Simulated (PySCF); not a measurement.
# C₄H₁₀F₃P₃S: magnetic properties

Computed with PySCF 2.14.0 and routines of our own; the level stands in each step. Atoms count from 0.

### Step 1. The system as given

21 atoms, charge 0, multiplicity 1; geometry from: GFN2-xTB.

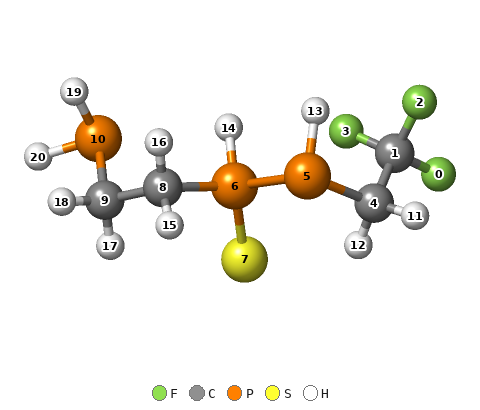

The starting geometry (fluorine green, carbon grey, phosphorus orange, sulfur yellow, hydrogen white).

### Step 2. Magnetic properties: GIAO PBE0/pcSseg-1

What the job is given:

```
{"job": {"kind": "mag", "xc": "PBE0", "basis": "pcSseg-1", "isotopologues": 0}, "charge": 0, "multiplicity": 1}
F      4.170634     0.358853    -1.205443
C      3.276507     0.457498    -0.219174
F      3.874874     1.139767     0.774568
F      2.287067     1.253466    -0.661943
C      2.771887    -0.887228     0.243314
P      1.403629    -0.738157     1.501969
P     -0.147596    -0.161796     0.025640
S     -0.044232    -1.093839    -1.669098
C     -1.663149    -0.542878     1.007034
C     -2.905237    -0.342078     0.152684
P     -2.951197     1.403438    -0.496129
H      3.614792    -1.444144     0.659568
H      2.376377    -1.430385    -0.627800
H      1.665998     0.581008     1.882632
H     -0.185279     1.233912    -0.035460
H     -1.574667    -1.585827     1.333959
H     -1.678775     0.098158     1.894545
H     -2.853637    -1.007854    -0.716066
H     -3.812233    -0.573325     0.717118
H     -3.389975     1.978335     0.698851
H     -4.244710     1.320018    -1.002118
```

With the program's defaults for keys left out, this is: GIAO PBE0/pcSseg-1 magnetisability, rotational g tensor and spin-rotation constants, non-relativistic, gas phase.

The run is started by

```sh
OMP_NUM_THREADS=1 python excited_run.py task.json out
```

One launch serves the whole session: the jobs run in the order shown.

**Question.** How long does this first job take on 1 thread of Arm Neoverse V2, shared host, and how much memory does it need?

About 91 s, with a peak of 1.4 GiB.
